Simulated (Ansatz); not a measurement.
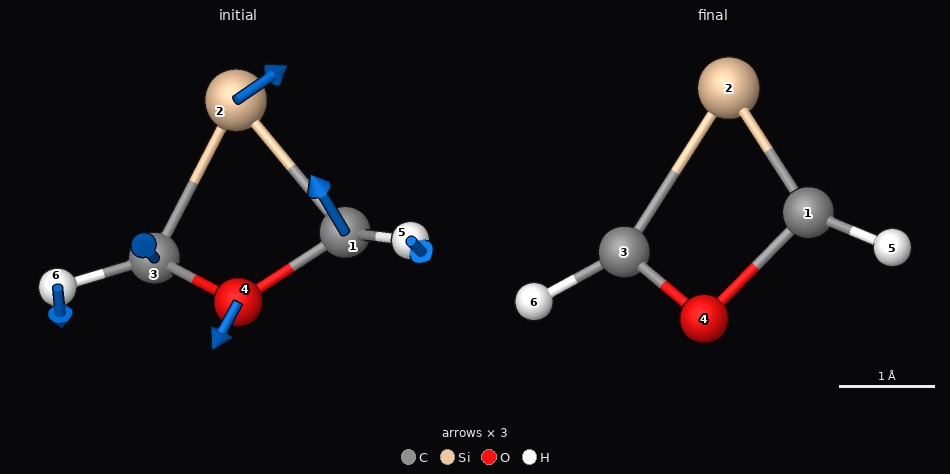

The structure of C2H2OSi before (left) and after (right) a relaxation, at one scale. The blue arrows give the displacements, 3 times their true length.

A ball-and-stick model, seen from a free direction.

Theory: RKS PBE0-D4/def2-TZVP (Ansatz 0.2.0).

Input file:
```yaml
crystal:
  periodic: [false, false, false]
  atoms:
    - {symbol: C, position_ang: [-0.385040, 0.539720, -0.893560]}
    - {symbol: Si, position_ang: [1.342330, -0.156100, -0.631820]}
    - {symbol: C, position_ang: [0.449420, -0.011980, 1.019310]}
    - {symbol: O, position_ang: [-0.693440, -0.038990, 0.292150]}
    - {symbol: H, position_ang: [-1.130080, 0.348780, -1.658770]}
    - {symbol: H, position_ang: [0.416810, -0.681430, 1.872700]}
basis:
  gaussian: {orbitals: def2-TZVP}
hamiltonian: {xc: pbe0, dispersion: d4}
relax: {f_tol: 0.005, max_steps: 200}
```

Launched with:
```bash
ansatz run in.yaml --threads 2 --pin off --events-out ev --progress --plain --max-ram 4352MiB
```

Q: Describe what moved and what it gained.

A: C1 moves most after the best rigid fit: 0.30 Å. By element the largest moves are C 0.30 Å, Si 0.26 Å, H 0.21 Å, O 0.20 Å. Near-neighbour distances that change, for instance: Si2–O4 2.239 → 2.568 Å, C1–O4 1.355 → 1.567 Å, Si2–C3 1.883 → 2.054 Å, C1–Si2 1.881 → 1.768 Å. Bond angles that change, for instance: Si2–C1–H5 131.6° → 149.4°, Si2–C3–H6 131.1° → 147.3°, Si2–C1–O4 85.9° → 100.5°. The energy falls by 64.5 kJ/mol in 25 accepted moves (29 points after the start). The largest force component goes from 0.99 to 0.0034 eV/Å. The line search rejected the trial steps at points 5, 10, 19, 28 of the run. Cost: 76 s on 2 threads of Arm Neoverse V1, with other jobs on the host.
